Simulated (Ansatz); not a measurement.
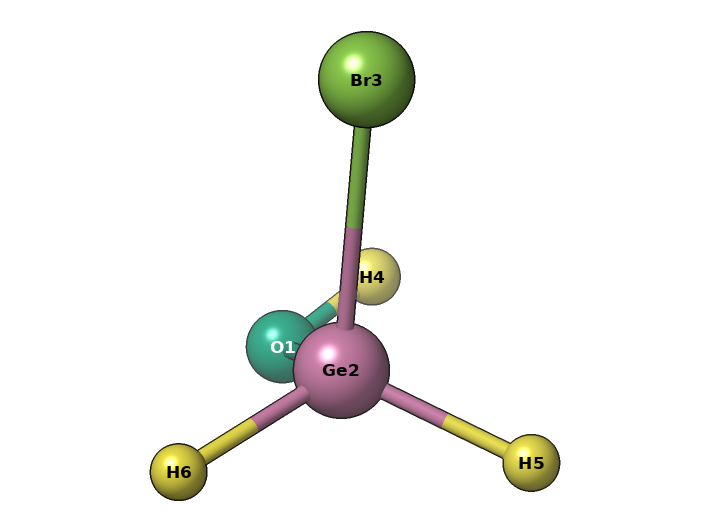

O1 lies behind Ge2. The molecule seen a little off the Ge2–O1 bond, Ge2 in front. Depth is shown by fading: the farther an atom, the more it takes the colour of the background. Computed geometry: PBE0-D4/def2-TZVP optimisation.

**What is the torsion angle Br3–Ge2–O1–H4? The sign is positive where the front bond must turn clockwise to cover the back bond.**

59°, synclinal (gauche).
